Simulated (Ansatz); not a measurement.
# Computed energy over volume and axial ratio: W (bcc, W type)

W (bcc, W type)

```yaml
crystal:
  lattice:
    - [-1.59183, 1.59183, 1.59183]
    - [1.59183, -1.59183, 1.59183]
    - [1.59183, 1.59183, -1.59183]
  atoms:
    - { symbol: W, position: [0.00000, 0.00000, 0.00000] }
```

Two coordinates are scanned: the volume, and the ratio of the stretch along z (the conventional c axis) to the stretch across it. Atoms keep their fractional coordinates.

Method: PBE (plane waves to 420 eV, PAW, scalar-relativistic; Ansatz, a quantum-chemistry and plane-wave program). k mesh 20×20×20 (Γ-centred), Fermi-Dirac smearing 0.05 eV. Energies are smeared free energies. Compression counts positive. With partly filled bands, the response to shear is sensitive to the k mesh, so small differences along c/a are uncertain. Spin-orbit coupling is left out, though W is heavy. The PAW data are Ansatz's earlier set. W is run without spin polarisation. W was relaxed with its symmetry unable to fall. The zero of ΔE is the relaxed starting cell.

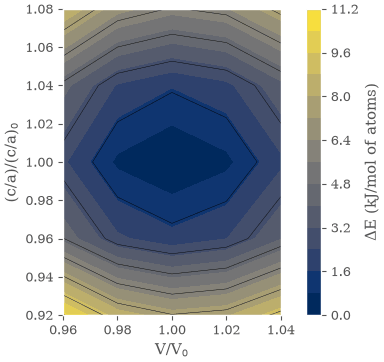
Figure: ΔE (kJ/mol of atoms) over the 5×5 grid of computed points.

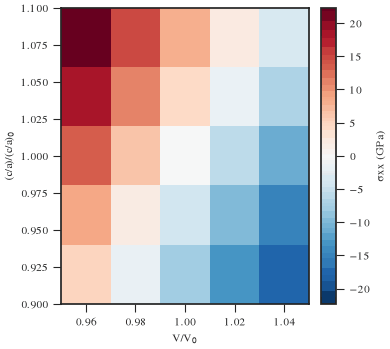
σxx (GPa) over the 5×5 grid of computed points.

Highest place on the grid: V/V₀ = 0.960, (c/a)/(c/a)₀ = 0.920 (110 meV/atom). Lowest place on the grid: V/V₀ = 1.000, (c/a)/(c/a)₀ = 1.000 (0 meV/atom).

(A scan under strain: stresses follow from slopes of the energy per volume, elastic moduli from its curvatures.)
